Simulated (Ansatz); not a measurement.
Start from GaN in the wurtzite structure (space group P6_3mc, No. 186; a = 3.218 Å, c = 5.243 Å).

Structures relaxed with PBE/PAW in Ansatz (an electronic-structure program), without spin-orbit coupling.

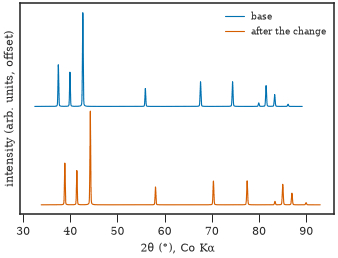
Simulated powder patterns before (top) and after one change

Q: Name the change that was made.
A. pressure 0.9 GPa
B. pressure −2 GPa
C. pressure 15 GPa
D. pressure 22.5 GPa

A: D, pressure 22.5 GPa. Its volume per atom is 10.60 Å³ against 11.76 Å³, and its space group is P6_3mc (No. 186).

Load acts through the strain it causes; cell and atoms are relaxed under it. No phonon test of stability was made. Tetrahedral semiconductors of this kind turn to denser phases somewhere between about 1 and 50 GPa; those were not computed, so compressed cells here can lie past the real transition.
